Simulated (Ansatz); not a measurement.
System: BH₂···HCl (doublet).

Input file:

```
crystal:
  periodic: [false, false, false]
  atoms:
    - { symbol: B, position_ang: [0.0, 0.0, -0.347618] }
    - { symbol: Cl, position_ang: [0.0, 0.0, 2.713434] }
    - { symbol: H, position_ang: [1.09864, 0.0, -0.860497] }
    - { symbol: H, position_ang: [-1.09864, 0.0, -0.860497] }
    - { symbol: H, position_ang: [0.0, 0.0, 4.055176] }
magnetization:
  spin_polarized: true
  initial_magnetization: 1
basis:
  gaussian: { orbitals: def2-SVP }
hamiltonian:
  xc: pbe
  dispersion: d4
relax:
  f_tol: 0.03
  max_steps: 50
output:
  orbitals: {}
```

Run with:

```sh
ansatz run input.yaml --threads 1 --pin off --max-ram 2048MiB --backend cpu --events-out ev --progress --plain --runs-dir out
```

The fields are those of the run's last geometry, not of the input's.

Level of theory: UKS PBE-D4/def2-SVP in Ansatz 0.2.0.

Question: Predict the electron density, electron localisation function and spin density between the atoms.

Answer: B1···Cl2 (3.31 Å): the density falls to about 0.06 e/Å³ on the way; the ELF dips to about 0.05 between them (a weak contact between the two molecules).
B–H (1.21 Å): ρ is about 1.2 e/Å³ halfway; the ELF climbs to about 1 towards the hydrogen, as it does in any bond to H; an ordinary covalent bond to hydrogen.
Cl–H (1.30 Å): ρ at the midpoint is about 1.8 e/Å³; the ELF climbs to about 1 towards the hydrogen.
The unpaired spin (1 electron) lies mostly on B1 (about 0.8), in electrons by Hirshfeld's partition.

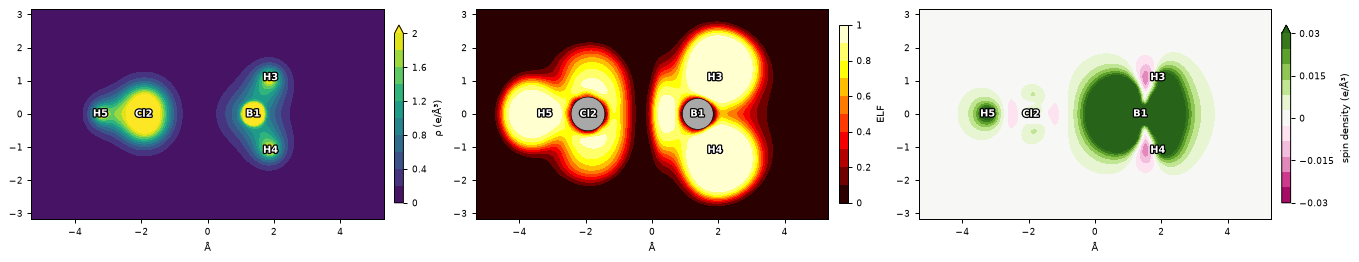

Computed electron density, electron localisation function and spin density on the molecular plane, in this order. Grey discs cover the atomic cores in the ELF map. 
